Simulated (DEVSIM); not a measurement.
Device: abrupt GaSb p-n junction, at 300 K.

```tsv
layer (left to right)	material	thickness (μm)	Nd (cm⁻³)	Na (cm⁻³)	τn (s)	τp (s)
1	GaSb	55.0	-	1e15	3.2e-9	3.2e-9
2	GaSb	1.80	2.6e13	-	3.2e-9	3.2e-9
```

Left contact: ohmic. Right contact: ohmic. Voltage is applied to the left contact. Recombination: SRH at mid-gap, radiative, Auger. Mobility is μmin + (μ − μmin)/(1 + (N/Nref)^α).

The device is made up for the run: typed textbook-type constants, with dimensions and the other settings drawn at random. Values at 300 K.

```tsv
parameter	GaSb
gap (eV)	0.726
affinity (eV)	4.06
permittivity	15.7
Nc (cm⁻³)	2.1e17
Nv (cm⁻³)	1.8e19
μn (cm²/Vs)	5000
μp (cm²/Vs)	850
μn,min	1000
μp,min	190
Nref,n	2.8e17
Nref,p	9e17
αn	1.05
αp	0.65
B (cm³/s)	1e-10
Cn (cm⁶/s)	5e-30
Cp (cm⁶/s)	5e-30
```

DEVSIM, 1D drift-diffusion, Boltzmann statistics, complete ionisation; no tunnelling, impact ionisation, image-force lowering or self-heating.

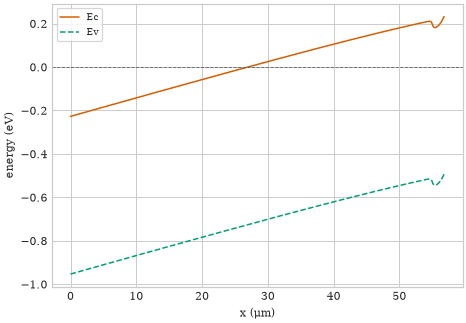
Band edges at 0.7 V on the left contact

Energies count from the Fermi level of the right contact; mesh points crowd at the junctions.

```json
[
 {"x (μm)": "0.000", "Ec (eV)": "-0.227", "Ev (eV)": "-0.953", "n (cm⁻³)": "2.4e9", "p (cm⁻³)": "1.0e15", "field (V/cm)": "85"},
 {"x (μm)": "0.03735", "Ec (eV)": "-0.227", "Ev (eV)": "-0.953", "n (cm⁻³)": "1.9e10", "p (cm⁻³)": "1.0e15", "field (V/cm)": "85"},
 {"x (μm)": "0.1328", "Ec (eV)": "-0.226", "Ev (eV)": "-0.952", "n (cm⁻³)": "6.0e10", "p (cm⁻³)": "1.0e15", "field (V/cm)": "85"},
 {"x (μm)": "0.3767", "Ec (eV)": "-0.224", "Ev (eV)": "-0.950", "n (cm⁻³)": "1.6e11", "p (cm⁻³)": "1.0e15", "field (V/cm)": "85"},
 {"x (μm)": "1.395", "Ec (eV)": "-0.215", "Ev (eV)": "-0.941", "n (cm⁻³)": "5.0e11", "p (cm⁻³)": "1.0e15", "field (V/cm)": "85"},
 {"x (μm)": "3.601", "Ec (eV)": "-0.197", "Ev (eV)": "-0.923", "n (cm⁻³)": "9.8e11", "p (cm⁻³)": "1.0e15", "field (V/cm)": "85"},
 {"x (μm)": "9.238", "Ec (eV)": "-0.149", "Ev (eV)": "-0.875", "n (cm⁻³)": "1.7e12", "p (cm⁻³)": "1.0e15", "field (V/cm)": "85"},
 {"x (μm)": "31.64", "Ec (eV)": "0.038", "Ev (eV)": "-0.688", "n (cm⁻³)": "7.2e12", "p (cm⁻³)": "1.0e15", "field (V/cm)": "81"},
 {"x (μm)": "45.87", "Ec (eV)": "0.150", "Ev (eV)": "-0.576", "n (cm⁻³)": "1.9e13", "p (cm⁻³)": "1.0e15", "field (V/cm)": "75"},
 {"x (μm)": "51.44", "Ec (eV)": "0.190", "Ev (eV)": "-0.536", "n (cm⁻³)": "2.9e13", "p (cm⁻³)": "1.0e15", "field (V/cm)": "69"},
 {"x (μm)": "53.62", "Ec (eV)": "0.205", "Ev (eV)": "-0.521", "n (cm⁻³)": "3.4e13", "p (cm⁻³)": "1.0e15", "field (V/cm)": "67"},
 {"x (μm)": "54.63", "Ec (eV)": "0.210", "Ev (eV)": "-0.516", "n (cm⁻³)": "3.9e13", "p (cm⁻³)": "9.8e14", "field (V/cm)": "-30"},
 {"x (μm)": "54.87", "Ec (eV)": "0.206", "Ev (eV)": "-0.520", "n (cm⁻³)": "4.9e13", "p (cm⁻³)": "7.8e14", "field (V/cm)": "-420"},
 {"x (μm)": "54.96", "Ec (eV)": "0.201", "Ev (eV)": "-0.525", "n (cm⁻³)": "6.2e13", "p (cm⁻³)": "6.0e14", "field (V/cm)": "-810"},
 {"x (μm)": "55.01", "Ec (eV)": "0.196", "Ev (eV)": "-0.530", "n (cm⁻³)": "7.4e13", "p (cm⁻³)": "5.0e14", "field (V/cm)": "-980"},
 {"x (μm)": "55.06", "Ec (eV)": "0.192", "Ev (eV)": "-0.534", "n (cm⁻³)": "8.7e13", "p (cm⁻³)": "4.2e14", "field (V/cm)": "-750"},
 {"x (μm)": "55.18", "Ec (eV)": "0.186", "Ev (eV)": "-0.540", "n (cm⁻³)": "1.1e14", "p (cm⁻³)": "2.9e14", "field (V/cm)": "-370"},
 {"x (μm)": "55.48", "Ec (eV)": "0.182", "Ev (eV)": "-0.544", "n (cm⁻³)": "1.4e14", "p (cm⁻³)": "1.8e14", "field (V/cm)": "53"},
 {"x (μm)": "56.31", "Ec (eV)": "0.205", "Ev (eV)": "-0.521", "n (cm⁻³)": "6.2e13", "p (cm⁻³)": "7.5e13", "field (V/cm)": "470"},
 {"x (μm)": "56.62", "Ec (eV)": "0.222", "Ev (eV)": "-0.504", "n (cm⁻³)": "3.6e13", "p (cm⁻³)": "3.6e13", "field (V/cm)": "590"},
 {"x (μm)": "56.74", "Ec (eV)": "0.229", "Ev (eV)": "-0.497", "n (cm⁻³)": "2.9e13", "p (cm⁻³)": "1.3e13", "field (V/cm)": "610"},
 {"x (μm)": "56.80", "Ec (eV)": "0.232", "Ev (eV)": "-0.494", "n (cm⁻³)": "2.6e13", "p (cm⁻³)": "9.2e10", "field (V/cm)": "620"}
]
```
